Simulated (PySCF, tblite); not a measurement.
# C₄H₄NSi radical: geometry, infrared bands and EPR parameters

Aim: predict the infrared bands and EPR parameters of C₄H₄NSi radical (`C#C[SiH]CC#N`).

The runs use tblite 0.8.0 and PySCF 2.14.0, with density-fitted response routines of our own; the level of theory stands in each step. All values are computed, except where a source is named. Atoms are numbered from 0 throughout.

### Step 1. The molecule as given

10 atoms, charge 0, multiplicity 2; geometry from: force field or distance geometry start.

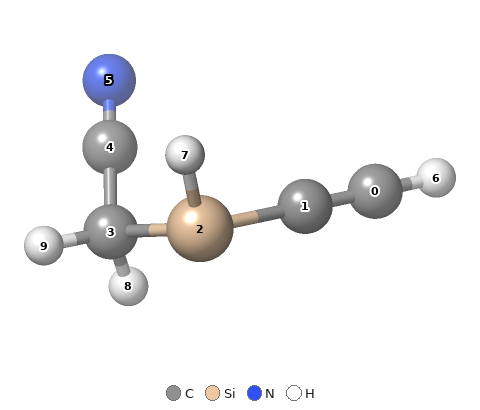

The starting geometry (carbon grey, silicon light orange, nitrogen blue, hydrogen white), atoms numbered.

### Step 2. Geometry optimisation with GFN2-xTB

What the job is given:

```
{"job": {"kind": "relax", "xc": "GFN2-xTB", "basis": "xTB"}, "charge": 0, "multiplicity": 2}
C      1.789600     1.659600    -1.050300
C      1.421600     0.713200    -0.385000
Si     0.878700    -0.707100     0.630900
C     -0.846300    -1.196700     0.094800
C     -1.725300    -0.044800     0.260600
N     -2.441600     0.878500     0.361300
H      2.085500     2.497700    -1.653800
H      0.848100    -0.233000     2.002700
H     -0.774100    -1.479500    -0.986400
H     -1.227300    -2.083200     0.702600
```

On the command line:

```bash
$ OMP_NUM_THREADS=1 python probes_run.py task.json out
```

This one command runs all jobs of the session in turn.

The log of the run:

```text
step      E/eV     max force
  0    -409.89865    3.376
  1    -409.81014    9.068
  2    -410.04806    0.775
  3    -410.06313    0.901
  4    -410.08664    0.629
  5    -410.09736    0.301
  6    -410.10689    0.292
  7    -410.11140    0.334
  8    -410.11670    0.225
  9    -410.11888    0.150
 10    -410.12028    0.117
 11    -410.12153    0.114
 12    -410.12324    0.133
 13    -410.12510    0.150
 14    -410.12702    0.179
 15    -410.12866    0.156
 16    -410.12998    0.125
 17    -410.13115    0.102
 18    -410.13208    0.081
 19    -410.13271    0.081
 20    -410.13322    0.069
 21    -410.13373    0.081
 22    -410.13424    0.095
 23    -410.13466    0.074
 24    -410.13491    0.038
 25    -410.13505    0.035
 26    -410.13518    0.039
 27    -410.13540    0.064
 28    -410.13570    0.076
 29    -410.13601    0.060
 30    -410.13622    0.031
 31    -410.13634    0.032
 32    -410.13647    0.041
 33    -410.13665    0.055
 34    -410.13685    0.048
 35    -410.13699    0.036
 36    -410.13710    0.038
 37    -410.13724    0.042
 38    -410.13744    0.058
 39    -410.13762    0.048
 40    -410.13773    0.020
 41    -410.13779    0.021
 42    -410.13785    0.028
 43    -410.13796    0.045
 44    -410.13813    0.051
 45    -410.13832    0.058
 46    -410.13848    0.060
 47    -410.13862    0.049
 48    -410.13877    0.039
 49    -410.13890    0.033
 50    -410.13902    0.032
 51    -410.13914    0.037
 52    -410.13934    0.060
 53    -410.13966    0.087
 54    -410.14004    0.081
 55    -410.14030    0.038
 56    -410.14042    0.027
 57    -410.14049    0.027
 58    -410.14065    0.051
 59    -410.14095    0.075
 60    -410.14140    0.085
 61    -410.14181    0.085
 62    -410.14201    0.029
 63    -410.14209    0.023
 64    -410.14211    0.015
 65    -410.14215    0.019
 66    -410.14217    0.020
 67    -410.14220    0.025
 68    -410.14225    0.029
 69    -410.14232    0.027
 70    -410.14240    0.026
 71    -410.14248    0.032
 72    -410.14256    0.040
 73    -410.14265    0.043
 74    -410.14278    0.045
 75    -410.14299    0.066
 76    -410.14322    0.085
 77    -410.14339    0.096
 78    -410.14352    0.029
 79    -410.14345    0.101
 80    -410.14368    0.033
 81    -410.14371    0.014
 82    -410.14373    0.018
 83    -410.14375    0.020
 84    -410.14376    0.009
```

Run time: 0.39 s. Hardware: 1 thread of Arm Neoverse V1, shared host.

Along the way: (not every step is listed) (the energy doesn't fall at every step)

| step | energy from step 0 (eV) | largest force (eV/Å) |
| --- | --- | --- |
| 0 | 0.0000 | 3.3759 |
| 1 | 0.0885 | 9.0684 |
| 2 | -0.1494 | 0.7752 |
| 3 | -0.1645 | 0.9012 |
| 4 | -0.1880 | 0.6291 |
| 5 | -0.1987 | 0.3006 |
| 6 | -0.2082 | 0.2924 |
| 7 | -0.2128 | 0.3344 |
| 8 | -0.2181 | 0.2252 |
| 15 | -0.2300 | 0.1564 |
| 22 | -0.2356 | 0.0951 |
| 29 | -0.2374 | 0.0597 |
| 36 | -0.2385 | 0.0377 |
| 43 | -0.2393 | 0.0448 |
| 50 | -0.2404 | 0.0315 |
| 57 | -0.2418 | 0.0267 |
| 64 | -0.2435 | 0.0153 |
| 71 | -0.2438 | 0.0318 |
| 78 | -0.2449 | 0.0289 |
| 79 | -0.2448 | 0.1006 |
| 80 | -0.2450 | 0.0330 |
| 81 | -0.2451 | 0.0143 |
| 82 | -0.2451 | 0.0180 |
| 83 | -0.2451 | 0.0202 |
| 84 | -0.2451 | 0.0091 |

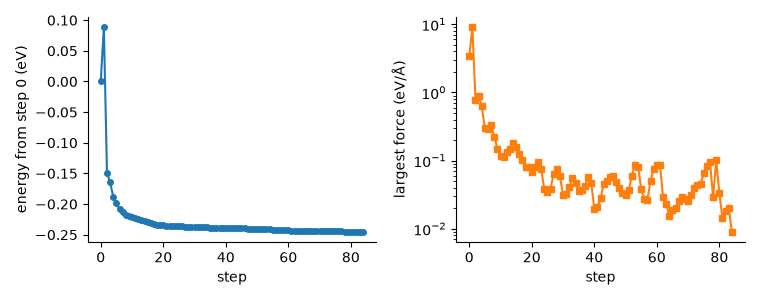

Energy and largest force along the relaxation.

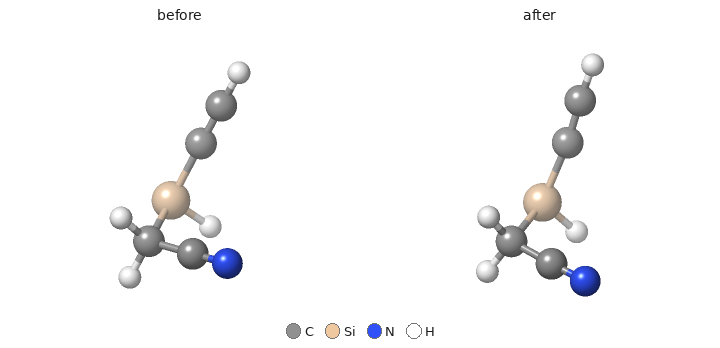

Before and after, at one scale.

Close pairs (by a distance rule), those that changed most:

| bond | before (Å) | after (Å) | change (Å) |
| --- | --- | --- | --- |
| Si2–C3 | 1.872 | 1.923 | +0.051 |
| C3–H9 | 1.140 | 1.091 | -0.049 |
| C3–C4 | 1.458 | 1.427 | -0.031 |
| C3–H8 | 1.120 | 1.091 | -0.029 |
| C4–N5 | 1.173 | 1.146 | -0.027 |
| C0–H6 | 1.074 | 1.052 | -0.023 |
| C0–C1 | 1.214 | 1.208 | -0.006 |
| C1–Si2 | 1.829 | 1.824 | -0.004 |

The final coordinates are the input of the step that follows.

### Step 3. Infrared spectrum with GFN2-xTB

What the job is given:

```
{"job": {"kind": "ir", "xc": "GFN2-xTB", "basis": "xTB"}, "charge": 0, "multiplicity": 2}
C      1.962428     1.625437    -1.149975
C      1.442456     0.847932    -0.385550
Si     0.798079    -0.470576     0.698070
C     -0.870861    -1.156220     0.034146
C     -1.882524    -0.201613     0.354972
N     -2.651265     0.593879     0.653283
H      2.382105     2.338968    -1.798860
H      0.781457    -0.169298     2.121946
H     -0.829400    -1.292075    -1.047472
H     -1.123591    -2.111780     0.496912
```

The log of the run:

```text
mode    cm-1     km/mol
  1      35.6      4.05
  2     105.6      1.16
  3     144.4      2.97
  4     219.9      5.19
  5     263.6     16.32
  6     368.0      3.43
  7     405.5     19.06
  8     464.7      6.76
  9     577.3     67.33
 10     616.7     29.42
 11     666.8      8.19
 12     683.2     41.31
 13     738.2     45.36
 14     778.1    108.38
 15    1004.8     15.47
 16    1079.3      2.08
 17    1165.6     54.27
 18    1408.3      5.22
 19    2137.1     15.44
 20    2327.8    305.83
 21    2385.7    344.92
 22    2972.1     11.56
 23    2982.8      8.43
 24    3356.7      6.55
```

Wall time 0.23 s (1 thread of Arm Neoverse V1, shared host).

The strongest bands and the atoms that carry them (share of the mass-weighted mode):

| cm⁻¹ | km/mol | atoms |
| --- | --- | --- |
| 577 | 67.3 | H7 81 % |
| 617 | 29.4 | H6 83 %, C0 14 % |
| 683 | 41.3 | H6 76 %, C0 16 % |
| 738 | 45.4 | C3 34 %, H8 24 %, Si2 21 % |
| 778 | 108.4 | Si2 30 %, H9 19 %, C3 18 %, H8 10 % |
| 1166 | 54.3 | H9 34 %, C3 33 %, H8 30 % |
| 2328 | 305.8 | H7 96 % |
| 2386 | 344.9 | C4 60 %, N5 39 % |

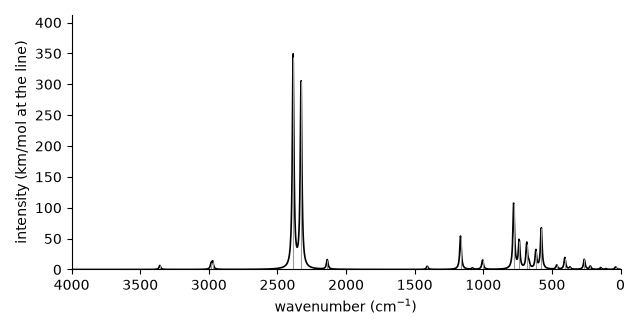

The infrared spectrum from these modes, unscaled. Lines are broadened to a width of 14 cm⁻¹ (Lorentzian).

### Step 4. EPR parameters: B3LYP/pcH-1

Settings changed since step 3:

```diff
@@ -1,2 +1,2 @@
-{"job": {"kind": "ir", "xc": "GFN2-xTB", "basis": "xTB"}, "charge": 0, "multiplicity": 2}
+{"job": {"kind": "epr", "basis": "pcH-1"}, "charge": 0, "multiplicity": 2}
 C      1.962428     1.625437    -1.149975
```

Method: UKS B3LYP, pcH-1 on C H N Si, non-relativistic, mean-field spin-orbit, GIAO.

The log of the run:

```text
UKS, coarse grid
  cycle   1  E = -498.88724411  |g| = 4.29e-01
  cycle   2  E = -498.65738066  |g| = 8.14e-01
  cycle   3  E = -498.96965384  |g| = 1.71e-01
  cycle   4  E = -498.98181573  |g| = 5.05e-02
  cycle   5  E = -498.98269492  |g| = 2.90e-02
  cycle   6  E = -498.98309619  |g| = 6.78e-03
  cycle   7  E = -498.98312533  |g| = 2.27e-03
  cycle   8  E = -498.98312918  |g| = 7.47e-04
UKS, final grid
  cycle   1  E = -498.98310958  |g| = 8.31e-04
  cycle   2  E = -498.98310930  |g| = 1.26e-03
  cycle   3  E = -498.98311007  |g| = 3.57e-04
  cycle   4  E = -498.98311015  |g| = 1.29e-04
  cycle   5  E = -498.98311021  |g| = 7.64e-05
  cycle   6  E = -498.98311021  |g| = 4.92e-05
  cycle   7  E = -498.98311021  |g| = 1.20e-05
E = -498.98311021 Eh   <S^2> = 0.7551 (exact 0.7500)
g shifts (ppm)      1          2          3
  rmc          -145       -145       -145
  gc             13         73         61
  oz_so        -142        434       1198
  total        -274        362       1115
hyperfine (MHz)  atom isotope    a_iso     a_fc   dipolar eigenvalues
    0   13C      16.36      16.44    -15.39    -12.64     28.02
    1   13C       7.46       7.44     -9.87     -0.54     10.41
    2  29Si    -460.94    -462.08   -168.64     84.00     84.65
    3   13C      23.93      23.90     -2.84     -2.69      5.53
    4   13C      31.60      31.61     -3.52     -1.19      4.71
    5   14N       1.17       1.17     -2.07     -2.02      4.09
    6    1H     -14.39     -14.38     -7.40     -1.00      8.40
    7    1H      44.64      44.63     -9.32      1.11      8.21
    8    1H      -0.44      -0.44     -3.56     -2.29      5.85
    9    1H       5.11       5.11     -3.88     -2.55      6.43
```

Wall time 35 s (1 thread of Arm Neoverse V1, shared host); peak memory 0.66 GiB.

Principal g values 2.00205, 2.00268, 2.00343; g(iso) = 2.00272, against 2.00232 for a free electron.

Hyperfine couplings; where a row names several nuclei, a(iso) is their mean (it holds for fast rotation or exchange) and the dipolar term the largest among them:

| nuclei | isotope | a(iso) (MHz) | a(iso) (G, at g = 2.0023) | largest dipolar term (MHz) |
| --- | --- | --- | --- | --- |
| Si2 | 29Si | -460.9 | -164.5 | -168.6 |
| H7 | 1H | 44.6 | 15.9 | -9.3 |
| C4 | 13C | 31.6 | 11.3 | 4.7 |
| C3 | 13C | 23.9 | 8.5 | 5.5 |
| C0 | 13C | 16.4 | 5.8 | 28.0 |
| H6 | 1H | -14.4 | -5.1 | 8.4 |
| C1 | 13C | 7.5 | 2.7 | 10.4 |
| H8, H9 | 1H | 2.3 | 0.8 | 6.4 |
| N5 | 14N | 1.2 | 0.4 | 4.1 |

Mulliken spin populations:

| atom | value (e) |
| --- | --- |
| C0 | 0.19 |
| C1 | -0.11 |
| Si2 | 0.90 |
| C3 | -0.01 |
| C4 | -0.01 |
| N5 | 0.04 |
| H6 | -0.01 |
| H7 | 0.01 |
| H8 | 0.00 |
| H9 | 0.00 |

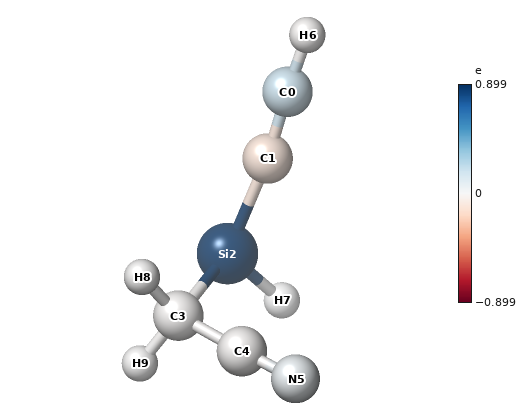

Mulliken spin populations, as colours on the atoms.

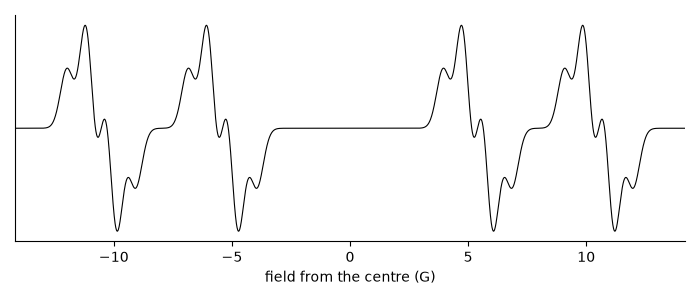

First-order isotropic spectrum (first derivative, main isotopes with spin only, couplings over 0.8 MHz, Gaussian width 0.3 G; couplings of the frozen geometry, rotation of groups not averaged beyond the rows shown).

The fields below are evaluated on a grid from the run's orbitals.

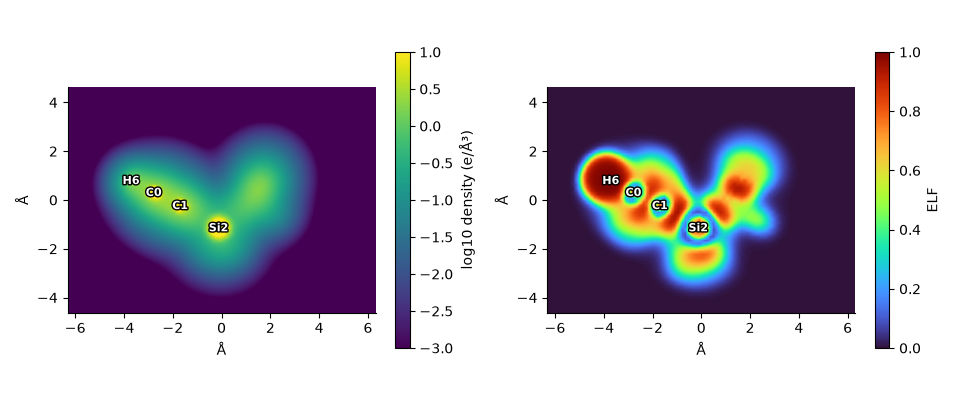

Density (left) and ELF (right) in a plane through or near 4 of the atoms.

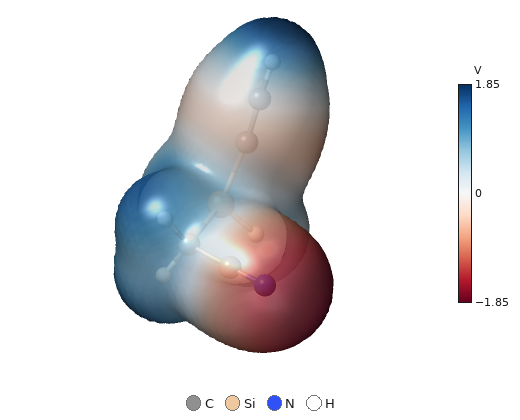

The potential that a unit positive charge feels on the 0.002 e/bohr³ surface, from -1.85 V near N5 to 1.70 V near H6.

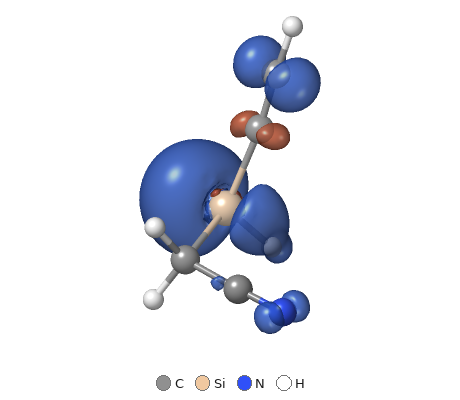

Spin density at ±0.03 e/Å³ (alpha excess blue, beta excess red).

### Step 5. What came out

| quantity | value |
| --- | --- |
| strongest single infrared mode (GFN2-xTB) | 2386 cm⁻¹, 345 km/mol |
| zero-point energy (GFN2-xTB) | 38.4 kcal/mol |
| g(iso) (B3LYP) | 2.00272 |
| ⟨S²⟩ | 0.755 (exact 0.75) |
| largest a(iso) (averaged by class) | 29Si on Si2, -460.9 MHz |
| potential on the surface of density 0.002 e/bohr³, 1st and 99th percentile | -1.85 V and 1.70 V |

In words: The optimisation took 84 steps and gained 0.245 eV; among the close pairs (by a distance rule), Si2–C3 changed most, from 1.872 to 1.923 Å. All 24 modes are real, so the xTB geometry is a minimum. The strongest single mode, at 2386 cm⁻¹, moves mainly C4 and N5. GFN2-xTB is a fitted tight-binding method: band positions and strengths are rough. Its intensities can rank the bands wrongly. Si2 carries the largest spin population, 0.90 e. The isotropic g lies 0.4 ppt above the free-electron value. These values are for one conformer; the search (at its own cheap level) found 2 more, at 0.72, 0.81 kcal/mol, and measured spectra average over such forms.
